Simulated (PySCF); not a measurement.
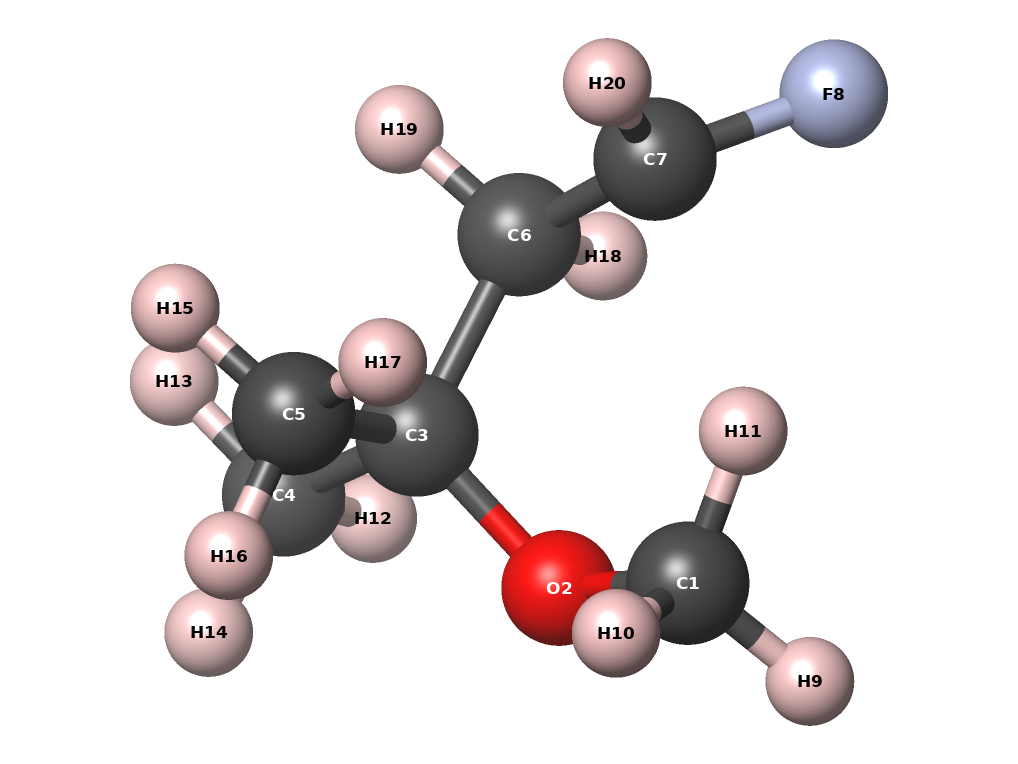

The species is neutral and a spin doublet. Computed geometry: GFN2-xTB optimisation. No frequency run is at hand to confirm it as a minimum. Computed with UKS B3LYP, pcH-1 on C F H O, non-relativistic (PySCF 2.14.0). Fermi-contact and spin-dipolar terms alone, no spin-orbit part.

Which nucleus has the largest dipolar (anisotropic) hyperfine coupling?

Answer. 19F at F8: principal values −257.3, −217.9, 475.2 MHz.

List the isotropic and dipolar parts for the most strongly coupled nuclei, one of each equivalent set.

```tsv
atom	isotope	a_iso (MHz)	dipolar part (MHz)
F8	19F	151.5	−257.3, −217.9, 475.2
C7	13C	191.4	−82.4, −79.9, 162.3
H20	1H	−35.0	−35.9, −3.2, 39.1
H11	1H	−4.2	−19.4, −14.2, 33.7
C1	13C	37.4	−7.0, −6.4, 13.4
H18	1H	2.0	−4.9, −4.2, 9.1
C3	13C	27.0	−4.8, −3.8, 8.6
H19	1H	122.0	−4.8, −2.8, 7.6
```
